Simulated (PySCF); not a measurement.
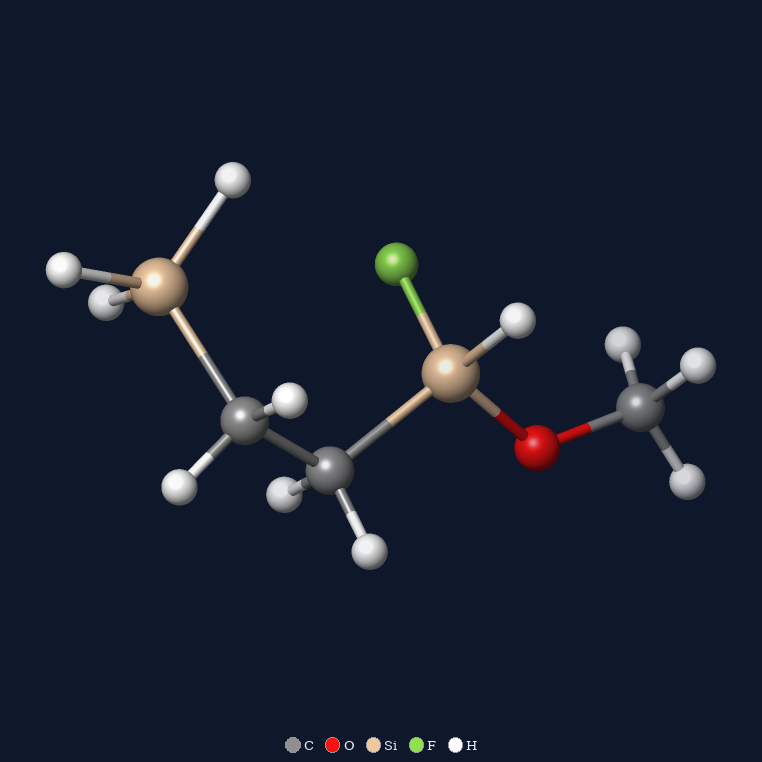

Rendered structure (ball-and-stick style). Every bond is drawn as one stick, whatever its order.

Computed geometry: PBE0-D3(BJ)/def2-SVP optimisation. No frequency run is at hand to confirm it as a minimum.

What is the molecular formula?

C3H11FOSi2, 18 atoms: 3 carbon, 11 hydrogen, 1 fluorine, 1 oxygen and 2 silicon.

Write the SMILES.

CO[Si@@H](F)CC[SiH3]

How many bonds of each kind are drawn?

7 C–H, 4 Si–H, 2 C–Si, 1 C–O, 1 O–Si, 1 F–Si, 1 C–C.

Name functional groups in it.

Among them: Si–H bond, Si–O bond.

The parts below concern this one geometry. Atoms keep their numbers from picture to picture.

Geometry

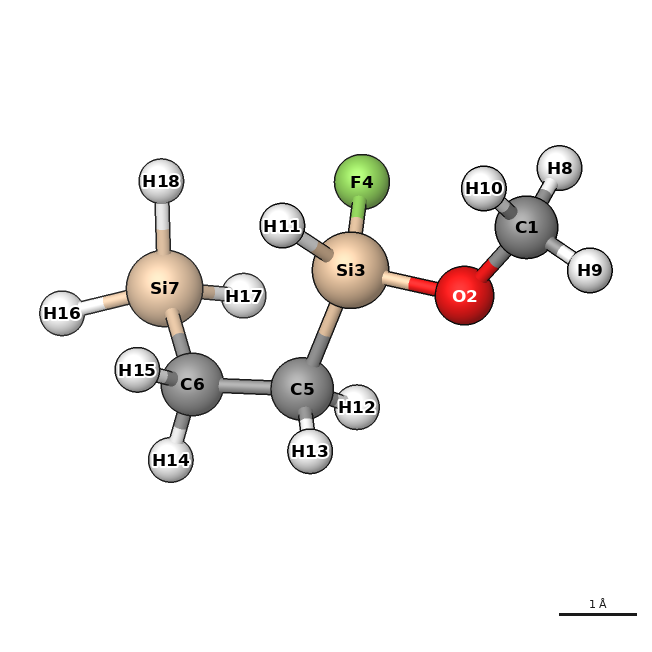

The atoms are numbered. No frequency run is at hand to confirm it as a minimum.

Which atoms are bonded, and how long are the bonds? Leave out bonds to hydrogen.

```
  bond  length (Å)   order
 C1–O2       1.403  single
O2–Si3       1.647  single
Si3–F4       1.632  single
Si3–C5       1.857  single
 C5–C6       1.534  single
C6–Si7       1.896  single
```

NMR shielding

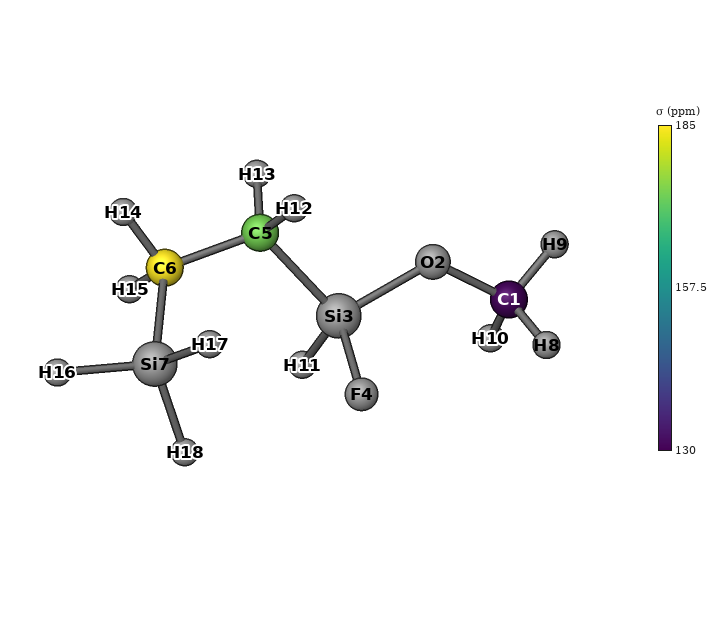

Atoms are coloured by their isotropic NMR shieldings (C only, the others grey). No frequency run is at hand to confirm it as a minimum. Level of theory: GIAO PBE0/pcSseg-1 NMR shielding, non-relativistic, IEF-PCM benzene (PySCF 2.14.0).

List the isotropic NMR shieldings of the C atoms.

```tsv
atom	σ (ppm)
C1	131.2
C5	173.5
C6	184.8
```

Quadrupole coupling

No frequency run is at hand to confirm it as a minimum. Electric field gradients from the ground-state density, PBE0/pcSseg-1 in benzene (IEF-PCM) (PySCF 2.14.0), non-relativistic apart from any core potentials.

Give the largest field-gradient component, the quadrupole coupling constant and the asymmetry for 17O at O2 (Q = −25.6 mb), 2H at H8 (Q = 2.86 mb), 2H at H9 (Q = 2.86 mb), 2H at H10 (Q = 2.86 mb), 2H at H11 (Q = 2.86 mb).

```json
{"atom": "O2", "V_zz (a.u.)": "1.709", "e²qQ/h (MHz)": "−10.28", "η": "0.36"}
{"atom": "H8", "V_zz (a.u.)": "0.277", "e²qQ/h (MHz)": "0.186", "η": "0.08"}
{"atom": "H9", "V_zz (a.u.)": "0.284", "e²qQ/h (MHz)": "0.191", "η": "0.07"}
{"atom": "H10", "V_zz (a.u.)": "0.273", "e²qQ/h (MHz)": "0.184", "η": "0.10"}
{"atom": "H11", "V_zz (a.u.)": "0.136", "e²qQ/h (MHz)": "0.091", "η": "0.03"}
```

Dipole moment

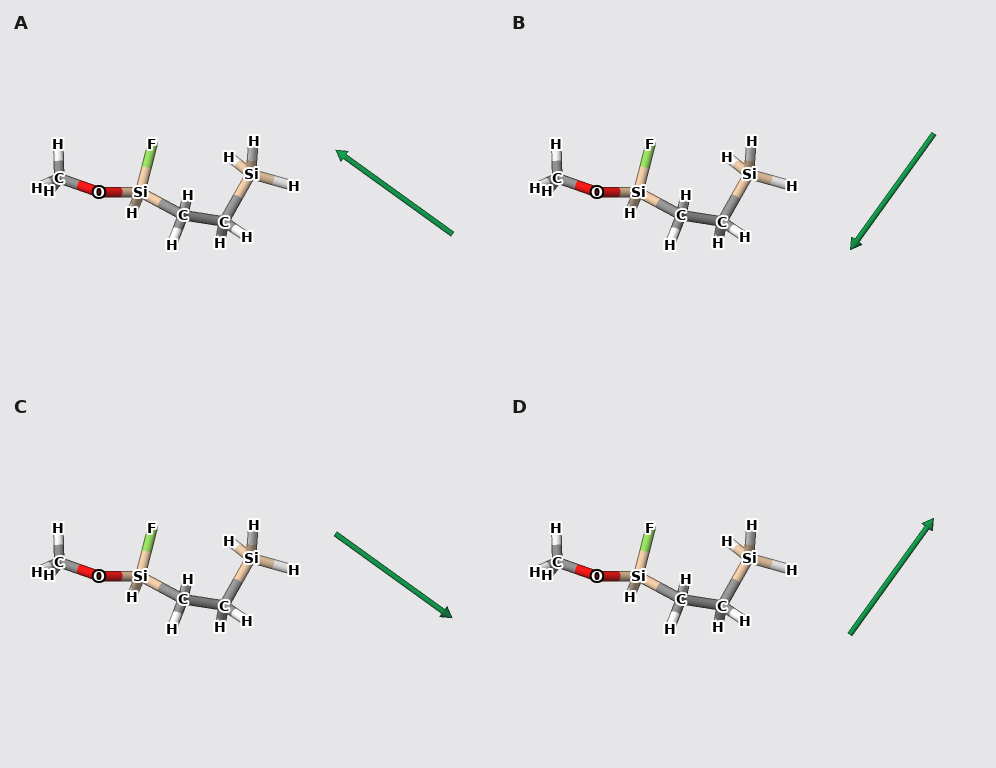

The same molecule four times, each with an arrow. No frequency run is at hand to confirm it as a minimum. Method: PBE0/pcSseg-1, gas phase (PySCF 2.14.0).

Which arrow points along the dipole moment, from the negative to the positive end?

B. The dipole moment is 1.95 D.
